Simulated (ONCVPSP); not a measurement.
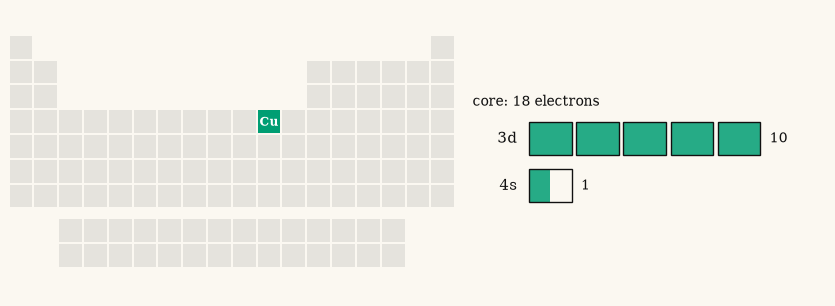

*Left, the place of copper in the periodic table; right, the valence shells of the reference configuration: a box for each of the 2l + 1 orbitals, shaded by the share of the shell that is filled, with the electron count at the right. The shells are those of the unaltered input.*

# Pseudopotential generation, with input and output: Cu

Copper (Cu, Z = 29), core [Ar], reference valence 3d10 4s1, valence charge 11. (This line and the method describe the unaltered input from which the odd one was made.) Computed at this level: ONCV potential, LDA (Perdew-Zunger), scalar-relativistic, made with ONCVPSP 4.0.1.

Input:
```
# ATOM AND REFERENCE CONFIGURATION
# atsym  z   nc   nv     iexc    psfile
  Cu 29.00    5    2        3      upf
#
#   n    l    f
    1    0    2.00
    2    0    2.00
    2    1    6.00
    3    0    2.00
    3    1    6.00
    3    2   10.00
    4    0    1.00
#
# PSEUDOPOTENTIAL AND OPTIMIZATION
# lmax
    2
#
#   l,   rc,      ep,       ncon, nbas, qcut
    0    2.10    0.00    4    7    3.10
    1    1.90    0.25    4    8    4.60
    2    1.15    0.00    4    9   15.40
#
# LOCAL POTENTIAL
# lloc, lpopt,  rc(5),   dvloc0
    4    3    0.75    6.00
#
# VANDERBILT-KLEINMAN-BYLANDER PROJECTORs
# l, nproj, debl
    0    2    0.30
    1    3    2.80
    2    2    0.40
#
# MODEL CORE CHARGE
# icmod, fcfact, rcfact
    3    1.50    1.40
#
# LOG DERIVATIVE ANALYSIS
# epsh1, epsh2, depsh
   -2.00    5.00    0.00
#
# OUTPUT GRID
# rlmax, drl
    6.00    0.01
#
# TEST CONFIGURATIONS
# ncnf
    4
# nvcnf
#   n    l    f
    2
    3    2   10.00
    4    0    0.00
#
    2
    3    2    9.00
    4    0    0.00
#
    2
    3    2    8.00
    4    0    0.00
#
    3
    3    2   10.00
    4    0    0.00
    4    1    1.00
#
```

Hardware: 1 CPU thread, shared host.

Command:
```bash
oncvpsp.x < Cu.dat > Cu.out
```

The program's output (extracts):
```
ONCVPSP  (Optimized Norm-Conservinng Vanderbilt PSeudopotential)
scalar-relativistic version 4.0.1

#   n    l    f        energy (Ha)
    1    0    2.00    -3.2462087E+02
    2    0    2.00    -3.8969240E+01
    2    1    6.00    -3.3678590E+01
    3    0    2.00    -4.1949748E+00
    3    1    6.00    -2.6471411E+00
    3    2   10.00    -1.9568364E-01
    4    0    1.00    -1.7878774E-01

Reference configufation results
  iterations    39
  all-electron total energy (Ha)   -1.65225929D+03

Begin loop to  construct optimized pseudo wave functions
and semi-local pseudopoentials for all angular momenta

   Wellstate for l =  0  n =  5
     eigenvalue =   0.1212
     asymptotic potential =   0.6212
     half-point radius = 10.5421

Calculating optimized projector #   1

 for l=   0

    Fraction of norm inside rc  0.276235
    Optimizing pswf for qcut=   3.10 a_B^-1,  ecut=   4.81 Ha
    Residual kinetic energy error=  1.35D-03 Ha

    Energy error per electron        Cutoff
         Ha          eV             Ha
         0.01000     0.27211        2.93
         0.00100     0.02721        5.39
         0.00010     0.00272       21.50
         0.00001     0.00027       27.13

Calculating optimized projector #   2

 for l=   0

    Fraction of norm inside rc  0.096137
    Optimizing pswf for qcut=   3.10 a_B^-1,  ecut=   4.81 Ha
    Residual kinetic energy error=  6.85D-04 Ha

    Energy error per electron        Cutoff
         Ha          eV             Ha
         0.01000     0.27211        2.27
         0.00100     0.02721        4.50
         0.00010     0.00272       10.69
         0.00001     0.00027       32.34

   Wellstate for l =  1  n =  4
     eigenvalue =   0.2500
     asymptotic potential =   0.7500
     half-point radius =  3.0991

   Wellstate for l =  1  n =  6
     eigenvalue =   3.0500
     asymptotic potential =   3.5500
     half-point radius =  3.6206

   Wellstate for l =  1  n =  7
     eigenvalue =   5.8500
     asymptotic potential =   6.3500
     half-point radius =  3.4155

Calculating optimized projector #   1

 for l=   1

    Fraction of norm inside rc  0.238277
    Optimizing pswf for qcut=   4.60 a_B^-1,  ecut=  10.59 Ha
    Residual kinetic energy error=  9.45D-05 Ha

    Energy error per electron        Cutoff
         Ha          eV             Ha
         0.01000     0.27211        1.95
         0.00100     0.02721        5.06
         0.00010     0.00272       10.02
         0.00001     0.00027       54.26

Calculating optimized projector #   2

 for l=   1

    Fraction of norm inside rc  0.137725
    Optimizing pswf for qcut=   4.60 a_B^-1,  ecut=  10.59 Ha
    Residual kinetic energy error=  1.40D-02 Ha

    Energy error per electron        Cutoff
         Ha          eV             Ha
         0.01000     0.27211       13.78
         0.00100     0.02721       68.43
         0.00010     0.00272       79.32
         0.00001     0.00027      108.87

Calculating optimized projector #   3

 for l=   1

    Fraction of norm inside rc  0.106908
    Optimizing pswf for qcut=   4.60 a_B^-1,  ecut=  10.59 Ha
    Residual kinetic energy error=  1.03D-01 Ha

    Energy error per electron        Cutoff
         Ha          eV             Ha
         0.01000     0.27211       25.66
         0.00100     0.02721       91.55
         0.00010     0.00272      103.53
         0.00001     0.00027      148.37

   Wellstate for l =  2  n =  4
     eigenvalue =   0.2043
     asymptotic potential =   0.7043
     half-point radius =  9.2461

Calculating optimized projector #   1

 for l=   2

    Fraction of norm inside rc  0.680078
    Optimizing pswf for qcut=  15.40 a_B^-1,  ecut= 118.52 Ha
    Residual kinetic energy error=  1.25D-05 Ha

    Energy error per electron        Cutoff
         Ha          eV             Ha
         0.01000     0.27211       70.93
         0.00100     0.02721       85.26
         0.00010     0.00272       97.22
         0.00001     0.00027      218.05

Calculating optimized projector #   2

 for l=   2

    Fraction of norm inside rc  0.028747
    Optimizing pswf for qcut=  15.40 a_B^-1,  ecut= 118.52 Ha
    Residual kinetic energy error=  8.43D-09 Ha

    Energy error per electron        Cutoff
         Ha          eV             Ha
         0.01000     0.27211       48.23
         0.00100     0.02721       67.13
         0.00010     0.00272       82.12
         0.00001     0.00027       94.28

Construct Vanderbilt / Kleinmman-Bylander projectors

B matrix Hermiticity error, ll=   0
   1   2    6.3463E-06

  Orthonormal projector coefficients  9.0545E+00  1.9831E+00

B matrix Hermiticity error, ll=   1
   1   2   -1.4988E-04
   1   3    2.2506E-04
   2   3    1.6325E-04

  Orthonormal projector coefficients -2.2513E+01  7.5907E+00  1.1331E+00

B matrix Hermiticity error, ll=   2
   1   2    2.4614E-05

  Orthonormal projector coefficients -1.5240E+01 -2.8954E+00

Model core correction analysis
  based on d2Exc/dn_idn_j

d2excae - all-electron derivatives

   -2.405931D-02   -7.430903D-03
   -7.428164D-03   -3.350715D-02

d2excps - pseudofunction derivatives with no core correction

   -4.051355D-02   -8.156841D-03
   -8.153738D-03   -3.409587D-02

rms 2nd derivative error    8.248365E-03

rmatch, rhocmatch    0.9005    9.3301

Teter function model core charge with specified parameters

d2excps - pseudofunction derivatives with core correction

   -3.536756D-02   -7.922261D-03
   -7.919164D-03   -3.403372D-02

rms 2nd derivative error    5.670895E-03

Pseudoatom total energy  -49.576530

Diagnostic tests using Vanderbilt-Kleinman-Bylander pseudopotentials
  1 or more projectors used as specified by nproj input data

   l    rcore       rmatch      e in        delta e   norm test  slope test

   0   2.1058055   2.1697423  -0.1787877  -0.0000005   1.0000172   0.9999938
   0   2.1058055   2.1697423   0.1212123   0.0000009   1.0000646   1.0000646

   1   1.9021843   1.9599387   0.2500000   0.0000042   1.0001031   1.0001031
   1   1.9021843   1.9599387   3.0500000   0.0000000   1.0002606   1.0002606
   1   1.9021843   1.9599387   5.8500000   0.0001481   1.0001937   1.0001937

   2   1.1508592   1.1858018  -0.1956836  -0.0000048   1.0001391   1.0001433
   2   1.1508592   1.1858018   0.2043164  -0.0000052   1.0002355   1.0002355

 Testing for bound ghosts
   n   l    E NL Schr. Eq   E Basis Diag.   E Cutoff

       0                       -1.904434     42.02  WARNING - GHOST(-)
   1   0       -0.178788       -0.169352     42.02

       1                       -1.149672    108.48  WARNING - GHOST(-)

   3   2       -0.195688       -0.183274    334.52

 Testing for highly-localized positive-energy ghosts
       l    <radius>/rc     E Basis Diag.   E Cutoff

       1        0.769939       54.461462    108.48  WARNING - GHOST(+)

Test configuration 0

   n   l     f        eae           eps        diff
   1   0  2.0000 -324.62086911
   2   0  2.0000  -38.96923976
   2   1  6.0000  -33.67858953
   3   0  2.0000   -4.19497476
   3   1  6.0000   -2.64714112
   3   2 10.0000   -0.19568364   -0.19568840   -4.77D-06
   4   0  1.0000   -0.17878774   -0.17878821   -4.66D-07

    Total energies and differences
      AE_ref= -1.65225929D+03  AE_tst= -1.65225929D+03  dif=  0.00D+00
      PS_ref= -4.95765295D+01  PS_tst= -4.95765295D+01  dif= -1.65D-12
      PSP excitation error=  1.65D-12

Test configuration 1

   n   l     f        eae           eps        diff
   1   0  2.0000 -324.94037926
   2   0  2.0000  -39.27899553
   2   1  6.0000  -33.98922222
   3   0  2.0000   -4.51414786
   3   1  6.0000   -2.96740746
   3   2 10.0000   -0.51473664   -0.51321193    1.52D-03

    Total energies and differences
      AE_ref= -1.65225929D+03  AE_tst= -1.65194928D+03  dif=  3.10D-01
      PS_ref= -4.95765295D+01  PS_tst= -4.92661905D+01  dif=  3.10D-01
      PSP excitation error= -3.24D-04

Test configuration 2

   n   l     f        eae           eps        diff
   1   0  2.0000 -325.56678550
   2   0  2.0000  -39.91760538
   2   1  6.0000  -34.62637066
   3   0  2.0000   -5.13726504
   3   1  6.0000   -3.58562736
   3   2  9.0000   -1.10180958   -1.10318924   -1.38D-03

    Total energies and differences
      AE_ref= -1.65225929D+03  AE_tst= -1.65115229D+03  dif=  1.11D+00
      PS_ref= -4.95765295D+01  PS_tst= -4.84698807D+01  dif=  1.11D+00
      PSP excitation error=  3.52D-04

Test configuration 3

psatom: WARNING lschvkbb convergence error n,l,iter=   3   2   3
ea(ii),et,emin,emax -1.956884E-01 -2.152572E-01 -2.152572E-01 -2.152572E-01
run_config: WARNING for fully non-local PS atom, stg. 1
 WARNING no output for configuration 4

Test configuration 4

   n   l     f        eae           eps        diff
   1   0  2.0000 -324.69762686
   2   0  2.0000  -39.04065927
   2   1  6.0000  -33.75040814
   3   0  2.0000   -4.27202107
   3   1  6.0000   -2.72469935
   3   2 10.0000   -0.27206230   -0.27131593    7.46D-04
   4   1  1.0000   -0.06818505   -0.06822437   -3.93D-05

    Total energies and differences
      AE_ref= -1.65225929D+03  AE_tst= -1.65210281D+03  dif=  1.56D-01
      PS_ref= -4.95765295D+01  PS_tst= -4.94199723D+01  dif=  1.57D-01
      PSP excitation error= -7.24D-05
```

What the run reported:

```
                        quantity                          value
                         outcome  generated, with a ghost state
    ghost flags of the generator         2 GHOST(-), 1 GHOST(+)
largest excitation error printed                        9.6 meV
                       wall time                          6.7 s
```

What is odd here:

One thing in this input was made odd on purpose: depsh set to zero. The program ran to the end. The all-electron atom is untouched: its total energy equals that from the unaltered input (−1652.2593 Ha). The pseudo-atom's energy and ghost flags in the reference configuration are also those from the unaltered input, so the oddity leaves no trace there. This setting only spaces or bounds the energies of the logarithmic derivatives; it doesn't enter the potential. The unaltered input has a GHOST(-) flag too. The potential has a bound ghost state, so it can't be used as it stands. Warnings of the program, in the generation or the tests: psatom: WARNING lschvkbb convergence error n,l,iter= 3 2 3.
